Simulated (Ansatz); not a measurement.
## Geometry relaxation, with input and output: CH5Ga

System: CH5Ga.
Method: RHF/def2-TZVP (Ansatz 0.2.0).

The input holds or restrains some coordinates. It belongs to a series of runs on one base structure; here: pulled along the bonds that form and break, towards end A. Figures and captions count atoms from 1; the log counts them from 0 in places.

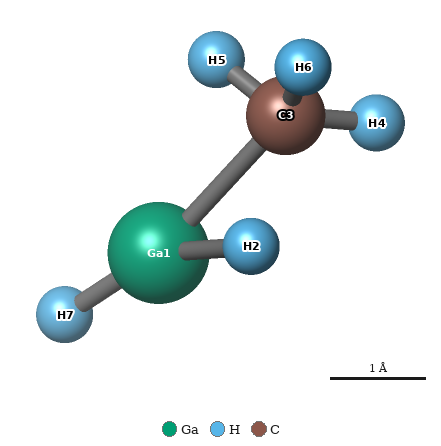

Figure 1. The starting structure (ball-and-stick view, seen at a tilt; atoms are numbered from 1 in the order of the input). Sticks mark near contacts.

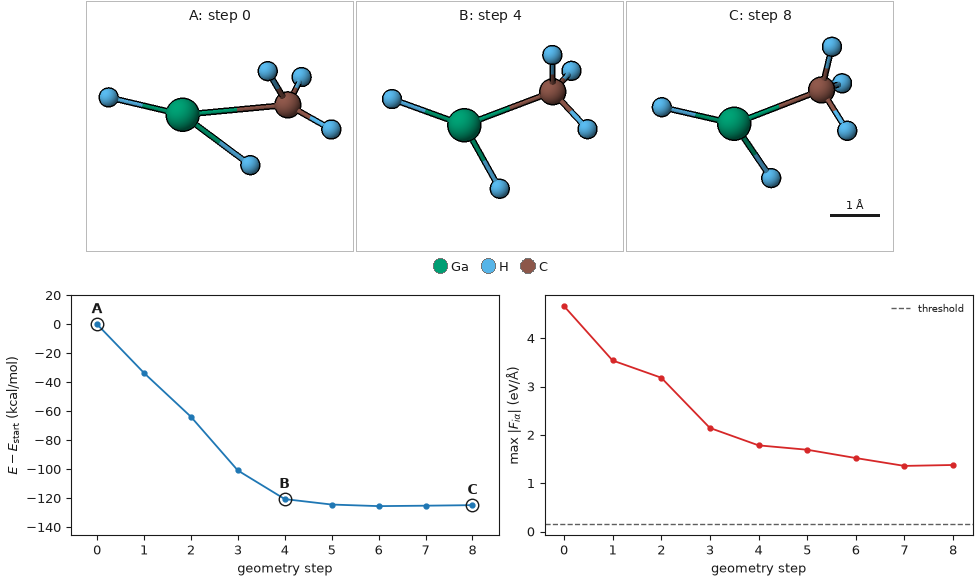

Figure 2. Frames of the restrained relaxation (ball-and-stick view, seen at a tilt) above the curves, on which the letters mark them (the first geometry is step 0 here and step 1 in the log).

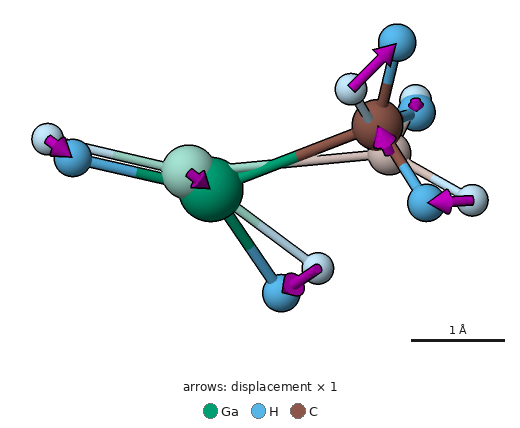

Figure 3. Start (faint) and end (solid) with the displacements as pink arrows, at true length (ball-and-stick view, seen at a tilt). The two geometries are laid on each other by the best rigid fit. Over 8 geometry steps the energy falls by 124.8 kcal/mol. Largest force component: 4.7 eV/Å at the start, 1.4 eV/Å at the end. H5 moves most after the best rigid fit: 0.71 Å. By element the largest moves are H 0.71 Å, C 0.38 Å, Ga 0.31 Å. Distances before and after: Ga1–C3 2.180 → 1.964 Å, Ga1–H2 1.770 → 1.557 Å, C3–H4 1.110 → 1.089 Å, Ga1–H7 1.570 → 1.558 Å. Among the angles that change: Ga1–C3–H5 73.7° → 124.5°, H2–Ga1–C3 43.9° → 84.0°, Ga1–C3–H6 141.1° → 104.0°. (Atoms are counted from 1 in the order of the input.)

The input that produced these results follows, with the program's output.

### Input
```yaml
crystal:
  periodic: [false, false, false]
  atoms:
    - { symbol: Ga, position_ang: [0.0, 0.0, 0.0] }
    - { symbol: H, position_ang: [1.0314, 0.0, 1.4384] }
    - { symbol: C, position_ang: [2.1439, 0.0, 0.3949] }
    - { symbol: H, position_ang: [2.4735, -1.0462, 0.2247] }
    - { symbol: H, position_ang: [2.0074, 0.508, -0.5825] }
    - { symbol: H, position_ang: [2.9135, 0.5381, 0.9867] }
    - { symbol: H, position_ang: [-1.3596, 0.0, -0.785] }
basis:
  gaussian: { orbitals: def2-TZVP }
hamiltonian:
  xc: hf
relax:
  f_tol: 0.15
  max_steps: 25
  restrain:
    - { distance: [1, 2], at: 2.31, k: 30.0 }
    - { distance: [0, 1], at: 1.57, k: 30.0 }
    - { distance: [0, 2], at: 1.98, k: 30.0 }
```

Command:
```bash
ansatz run input.yaml --threads 2 --pin off --max-ram 3072MiB --backend cpu --events-out ev --progress --plain --runs-dir out
```

### The program's output
```
The last accepted step is kept in [file] (removed where the run ends without a failure and the disk answers)
Engine: ansatz 0.2.0, aarch64-unknown-linux-gnu
Functional definition: HF
  exchange = exact_x
  correlation = 0
935 factors; their error is unknown
mean field evaluation 1: about -53433.7810 eV, gradient 3.1e1 eV
mean field evaluation 2: about -53435.7098 eV, gradient 1.9e1 eV
mean field evaluation 4: about -53436.6888 eV, gradient 1.6e0 eV
mean field evaluation 8: about -53436.8042 eV, gradient 4.8e-1 eV
mean field evaluation 16: about -53436.8489 eV, gradient 1.1e-1 eV
mean field evaluation 32: about -53437.1794 eV, gradient 2.2e0 eV
mean field evaluation 64: about -53436.0875 eV, gradient 1.1e0 eV
mean field evaluation 96: about -53436.7752 eV, gradient 5.8e-1 eV
mean field -53437.65414702 eV, -1963.7975685600 hartree, gradient 3.1e-5 eV, S^2 0.000000; 0 other end points of the search recorded, 0 dependent functions left out
the calculation of the forces begins
reference -53437.65414702 eV, -1963.7975685600 hartree; 21, 21 occupied and 88, 88 virtual orbitals, 935 factors
relax step   1: F+E_penalty+E_count = -53437.65414702 eV  Δ(F+E_penalty+E_count) = +0.000e0 eV  max|allowed force component| = 4.666e0 eV/Å  E_restraint = 10.43584198 eV  max|allowed force component, restraints' pulls added| = 2.258e1 eV/Å  Δτ_max = 0.0000 Å  (140 SCF iters, accepted)
  distance H 1 - C 2 = 1.5253 Å
  distance Ga 0 - H 1 = 1.7700 Å
  distance Ga 0 - C 2 = 2.1800 Å
these checks for a lower state are left out or cut short: starts, cluster_reference, orbital_swaps, neighbouring_geometries, increment
935 factors; their error is unknown
mean field -53439.11089040 eV, -1963.8511028919 hartree, gradient 1.7e-5 eV, S^2 0.000000; 0 other end points of the search recorded, 0 dependent functions left out
the calculation of the forces begins
reference -53439.11089040 eV, -1963.8511028919 hartree; 21, 21 occupied and 88, 88 virtual orbitals, 935 factors
relax step   2: F+E_penalty+E_count = -53439.11089040 eV  Δ(F+E_penalty+E_count) = -1.457e0 eV  max|allowed force component| = 3.540e0 eV/Å  E_restraint = 3.90437889 eV  max|allowed force component, restraints' pulls added| = 1.502e1 eV/Å  Δτ_max = 0.1948 Å  (44 SCF iters, accepted)
  distance H 1 - C 2 = 1.8397 Å
  distance Ga 0 - H 1 = 1.6457 Å
  distance Ga 0 - C 2 = 2.1627 Å
these checks for a lower state are left out or cut short: starts, cluster_reference, orbital_swaps, neighbouring_geometries, increment
935 factors; their error is unknown
mean field -53440.42100229 eV, -1963.8992486159 hartree, gradient 1.5e-5 eV, S^2 0.000000; 0 other end points of the search recorded, 0 dependent functions left out
the calculation of the forces begins
reference -53440.42100229 eV, -1963.8992486159 hartree; 21, 21 occupied and 88, 88 virtual orbitals, 935 factors
relax step   3: F+E_penalty+E_count = -53440.42100229 eV  Δ(F+E_penalty+E_count) = -1.310e0 eV  max|allowed force component| = 3.184e0 eV/Å  E_restraint = 0.77167208 eV  max|allowed force component, restraints' pulls added| = 7.248e0 eV/Å  Δτ_max = 0.1949 Å  (40 SCF iters, accepted)
  distance H 1 - C 2 = 2.1261 Å
  distance Ga 0 - H 1 = 1.6022 Å
  distance Ga 0 - C 2 = 2.1088 Å
these checks for a lower state are left out or cut short: starts, cluster_reference, orbital_swaps, neighbouring_geometries, increment
935 factors; their error is unknown
mean field evaluation 128: about -53441.2238 eV, gradient 6.7e-4 eV
mean field -53442.02803671 eV, -1963.9583060415 hartree, gradient 1.7e-5 eV, S^2 0.000000; 0 other end points of the search recorded, 0 dependent functions left out
the calculation of the forces begins
reference -53442.02803671 eV, -1963.9583060415 hartree; 21, 21 occupied and 88, 88 virtual orbitals, 935 factors
relax step   4: F+E_penalty+E_count = -53442.02803671 eV  Δ(F+E_penalty+E_count) = -1.607e0 eV  max|allowed force component| = 2.144e0 eV/Å  E_restraint = 0.02676973 eV  max|allowed force component, restraints' pulls added| = 2.143e0 eV/Å  Δτ_max = 0.1932 Å  (37 SCF iters, accepted)
  distance H 1 - C 2 = 2.3142 Å
  distance Ga 0 - H 1 = 1.5829 Å
  distance Ga 0 - C 2 = 2.0200 Å
these checks for a lower state are left out or cut short: starts, cluster_reference, orbital_swaps, neighbouring_geometries, increment
935 factors; their error is unknown
mean field -53442.88437691 eV, -1963.9897759634 hartree, gradient 1.0e-5 eV, S^2 0.000000; 0 other end points of the search recorded, 0 dependent functions left out
the calculation of the forces begins
reference -53442.88437691 eV, -1963.9897759634 hartree; 21, 21 occupied and 88, 88 virtual orbitals, 935 factors
relax step   5: F+E_penalty+E_count = -53442.88437691 eV  Δ(F+E_penalty+E_count) = -8.563e-1 eV  max|allowed force component| = 1.784e0 eV/Å  E_restraint = 0.08012587 eV  max|allowed force component, restraints' pulls added| = 5.953e-1 eV/Å  Δτ_max = 0.1917 Å  (36 SCF iters, accepted)
  distance H 1 - C 2 = 2.3810 Å
  distance Ga 0 - H 1 = 1.5567 Å
  distance Ga 0 - C 2 = 1.9686 Å
these checks for a lower state are left out or cut short: starts, cluster_reference, orbital_swaps, neighbouring_geometries, increment
935 factors; their error is unknown
mean field -53443.04748787 eV, -1963.9957701805 hartree, gradient 1.0e-5 eV, S^2 0.000000; 0 other end points of the search recorded, 0 dependent functions left out
the calculation of the forces begins
reference -53443.04748787 eV, -1963.9957701805 hartree; 21, 21 occupied and 88, 88 virtual orbitals, 935 factors
relax step   6: F+E_penalty+E_count = -53443.04748787 eV  Δ(F+E_penalty+E_count) = -1.631e-1 eV  max|allowed force component| = 1.693e0 eV/Å  E_restraint = 0.11487800 eV  max|allowed force component, restraints' pulls added| = 4.173e-1 eV/Å  Δτ_max = 0.1609 Å  (35 SCF iters, accepted)
  distance H 1 - C 2 = 2.3936 Å
  distance Ga 0 - H 1 = 1.5493 Å
  distance Ga 0 - C 2 = 1.9647 Å
these checks for a lower state are left out or cut short: starts, cluster_reference, orbital_swaps, neighbouring_geometries, increment
935 factors; their error is unknown
mean field -53443.09470507 eV, -1963.9975053808 hartree, gradient 1.5e-5 eV, S^2 0.000000; 0 other end points of the search recorded, 0 dependent functions left out
the calculation of the forces begins
reference -53443.09470507 eV, -1963.9975053808 hartree; 21, 21 occupied and 88, 88 virtual orbitals, 935 factors
relax step   7: F+E_penalty+E_count = -53443.09470507 eV  Δ(F+E_penalty+E_count) = -4.722e-2 eV  max|allowed force component| = 1.521e0 eV/Å  E_restraint = 0.13119495 eV  max|allowed force component, restraints' pulls added| = 7.156e-1 eV/Å  Δτ_max = 0.1496 Å  (29 SCF iters, accepted)
  distance H 1 - C 2 = 2.4013 Å
  distance Ga 0 - H 1 = 1.5592 Å
  distance Ga 0 - C 2 = 1.9628 Å
these checks for a lower state are left out or cut short: starts, cluster_reference, orbital_swaps, neighbouring_geometries, increment
935 factors; their error is unknown
mean field -53443.08184413 eV, -1963.9970327498 hartree, gradient 9.7e-6 eV, S^2 0.000000; 0 other end points of the search recorded, 0 dependent functions left out
the calculation of the forces begins
reference -53443.08184413 eV, -1963.9970327498 hartree; 21, 21 occupied and 88, 88 virtual orbitals, 935 factors
relax step   8: F+E_penalty+E_count = -53443.08184413 eV  Δ(F+E_penalty+E_count) = +1.286e-2 eV  max|allowed force component| = 1.359e0 eV/Å  E_restraint = 0.09789125 eV  max|allowed force component, restraints' pulls added| = 4.983e-1 eV/Å  Δτ_max = 0.0814 Å  (28 SCF iters, accepted)
  distance H 1 - C 2 = 2.3883 Å
  distance Ga 0 - H 1 = 1.5612 Å
  distance Ga 0 - C 2 = 1.9621 Å
these checks for a lower state are left out or cut short: starts, cluster_reference, orbital_swaps, neighbouring_geometries, increment
935 factors; their error is unknown
mean field evaluation 160: about -53442.2622 eV, gradient 2.0e-2 eV
mean field -53443.06542494 eV, -1963.9964293557 hartree, gradient 8.4e-6 eV, S^2 0.000000; 0 other end points of the search recorded, 0 dependent functions left out
the calculation of the forces begins
reference -53443.06542494 eV, -1963.9964293557 hartree; 21, 21 occupied and 88, 88 virtual orbitals, 935 factors
relax step   9: F+E_penalty+E_count = -53443.06542494 eV  Δ(F+E_penalty+E_count) = +1.642e-2 eV  max|allowed force component| = 1.378e0 eV/Å  E_restraint = 0.06867930 eV  max|allowed force component, restraints' pulls added| = 9.370e-2 eV/Å  Δτ_max = 0.0778 Å  (31 SCF iters, accepted)
  distance H 1 - C 2 = 2.3745 Å
  distance Ga 0 - H 1 = 1.5569 Å
  distance Ga 0 - C 2 = 1.9645 Å
935 factors; their error is unknown
mean field -53443.06542494 eV, -1963.9964293557 hartree, gradient 1.1e-5 eV, S^2 0.000000; 1 other end points of the search recorded, 0 dependent functions left out
the calculation of the forces begins
reference -53443.06542494 eV, -1963.9964293557 hartree; 21, 21 occupied and 88, 88 virtual orbitals, 935 factors
Total energy: -53443.06542494 eV, -1963.9964293557 hartree
Atom 0 at     0.171968    -0.008514     0.264632 Å, force     0.647521    -0.057304     0.275483 eV/Å
Atom 1 at     0.534971    -0.360459     1.737156 Å, force    -1.377774    -0.267125     1.049717 eV/Å
Atom 2 at     2.119889     0.061061     0.019946 Å, force     0.799034     0.300030    -1.286574 eV/Å
Atom 3 at     2.453630    -0.927061     0.334518 Å, force    -0.018459     0.056575    -0.017687 eV/Å
Atom 4 at     2.614163     0.307979    -0.914394 Å, force    -0.017697    -0.004907     0.035792 eV/Å
Atom 5 at     2.457878     0.754923     0.787605 Å, force    -0.025414    -0.030349    -0.057960 eV/Å
Atom 6 at    -1.142399     0.171972    -0.552263 Å, force    -0.007212     0.003080     0.001228 eV/Å
Dipole moment:    -0.107467     0.040767    -0.168231 e Å
```

### Trajectory as extended XYZ (Å, eV, eV/Å), 9 frames, from step=1 to step=9
```
7
Properties=species:S:1:pos:R:3:forces:R:3 step=1 energy=-53437.65415
Ga    0.0000    0.0000    0.0000   -0.9167   0.3798   4.6664
H     1.0314    0.0000    1.4384   -1.9134   0.2752  -1.1855
C     2.1439    0.0000    0.3949    1.8866  -1.1868  -1.8843
H     2.4735   -1.0462    0.2247    0.0582   0.8765  -0.2055
H     2.0074    0.5080   -0.5825    1.1776   0.0519   0.0562
H     2.9135    0.5381    0.9867   -1.3711  -0.1758  -0.2784
H    -1.3596    0.0000   -0.7850    1.0787  -0.2207  -1.1689
7
Properties=species:S:1:pos:R:3:forces:R:3 step=2 energy=-53439.11089
Ga    0.0574    0.0051    0.0909    0.5237  -0.1803   3.0883
H     0.8586    0.0042    1.5284   -3.5399   0.2188   1.0700
C     2.2117   -0.0093    0.2819    0.6346  -0.1165  -1.9047
H     2.4844   -1.0529    0.2094    0.3250   0.1572  -0.7188
H     2.0280    0.5211   -0.6178    2.3202   0.2947  -1.6241
H     2.8960    0.5350    0.9773   -1.8135  -0.3626  -0.2928
H    -1.3260   -0.0034   -0.7929    1.5499  -0.0114   0.3820
7
Properties=species:S:1:pos:R:3:forces:R:3 step=3 energy=-53440.42100
Ga    0.1367   -0.0052    0.1361    0.2871  -0.1635   2.0842
H     0.6970    0.0100    1.6371   -2.8927   0.0580   1.2380
C     2.2450   -0.0070    0.1798   -0.0187  -0.2885   1.0264
H     2.4900   -1.0555    0.1904    0.4101  -0.0144  -0.9889
H     2.0803    0.5313   -0.6693    2.3350   0.9661  -3.1836
H     2.8561    0.5274    0.9722   -1.8615  -0.5475  -0.9462
H    -1.2951   -0.0012   -0.7691    1.7406  -0.0101   0.7701
7
Properties=species:S:1:pos:R:3:forces:R:3 step=4 energy=-53442.02804
Ga    0.1816   -0.0076    0.2130    0.1103  -0.0668   1.3270
H     0.5432    0.0072    1.7540   -2.1440  -0.0164   1.0322
C     2.2002   -0.0070    0.1386   -0.4590   0.6048  -1.4682
H     2.5100   -1.0479    0.1520    0.2656   0.1537  -0.8584
H     2.2142    0.5554   -0.7919    1.9072  -0.6110  -0.3648
H     2.7630    0.5028    0.9372   -1.0842  -0.0507  -0.3822
H    -1.2021   -0.0030   -0.7257    1.4041  -0.0135   0.7143
7
Properties=species:S:1:pos:R:3:forces:R:3 step=5 energy=-53442.88438
Ga    0.1655   -0.0065    0.2869    0.4287   0.0111   0.5717
H     0.4786   -0.0008    1.8118   -1.6908  -0.0813   1.1384
C     2.1243    0.0070    0.0912    0.9146   0.2816  -1.7838
H     2.5135   -1.0154    0.0848   -0.1078   0.1547  -0.2536
H     2.3960    0.5137   -0.8364    0.5953  -0.3741   0.0578
H     2.6378    0.5080    0.9127   -0.5911   0.0193  -0.0696
H    -1.1055   -0.0060   -0.6736    0.4512  -0.0113   0.3392
7
Properties=species:S:1:pos:R:3:forces:R:3 step=6 energy=-53443.04749
Ga    0.1639    0.0046    0.2993    0.6538  -0.0332   0.1899
H     0.5002   -0.0650    1.8100   -1.4737  -0.1480   1.1616
C     2.1116    0.0281    0.0425    1.0996   0.4731  -1.6932
H     2.4805   -0.9950    0.1052   -0.0892  -0.0506   0.0474
H     2.5445    0.4625   -0.8711   -0.0903  -0.2303   0.4173
H     2.5094    0.5531    0.9099   -0.1043  -0.0280  -0.2229
H    -1.1001    0.0115   -0.6185    0.0041   0.0170   0.0999
7
Properties=species:S:1:pos:R:3:forces:R:3 step=7 energy=-53443.09471
Ga    0.1719    0.0223    0.2861    0.6244  -0.2304   0.2713
H     0.5083   -0.2131    1.7903   -1.3814  -0.1569   0.9830
C     2.1174    0.0502    0.0274    1.0029   0.2391  -1.5214
H     2.4644   -0.9736    0.2049   -0.1621   0.1896   0.0804
H     2.5900    0.3852   -0.9010   -0.1128  -0.0520   0.2986
H     2.4772    0.6548    0.8575    0.0420  -0.0579  -0.1603
H    -1.1191    0.0740   -0.5879   -0.0129   0.0684   0.0485
7
Properties=species:S:1:pos:R:3:forces:R:3 step=8 energy=-53443.08184
Ga    0.1770   -0.0187    0.2614    0.5761   0.0409   0.3633
H     0.5240   -0.2869    1.7598   -1.3585  -0.2632   0.9596
C     2.1226    0.0568    0.0190    0.9464  -0.0088  -1.3150
H     2.4643   -0.9563    0.2778   -0.1113   0.3877   0.0031
H     2.6171    0.3417   -0.9090   -0.0850  -0.0057   0.1692
H     2.4464    0.7190    0.8224    0.0272  -0.1206  -0.1640
H    -1.1413    0.1443   -0.5543    0.0050  -0.0302  -0.0163
7
Properties=species:S:1:pos:R:3:forces:R:3 step=9 energy=-53443.06543
Ga    0.1720   -0.0085    0.2646    0.6475  -0.0573   0.2755
H     0.5350   -0.3605    1.7372   -1.3778  -0.2671   1.0497
C     2.1199    0.0611    0.0199    0.7990   0.3000  -1.2866
H     2.4536   -0.9271    0.3345   -0.0185   0.0566  -0.0177
H     2.6142    0.3080   -0.9144   -0.0177  -0.0049   0.0358
H     2.4579    0.7549    0.7876   -0.0254  -0.0303  -0.0580
H    -1.1424    0.1720   -0.5523   -0.0072   0.0031   0.0012
```

### Key numbers

| quantity | value |
| --- | --- |
| outcome | converged under the restraints of the input |
| total energy | −53443.0654 eV |
| mean-field energy | −53443.0654 eV |
| largest force (length of the vector) at the end, held atoms and coordinates included | 1.753 eV/Å |
| hardware | 2 threads of Arm Neoverse V1, 24 GiB of memory available, shared host |
| wall time | 11 s (CPU time 20 s) |
| peak memory | 0.24 GiB |
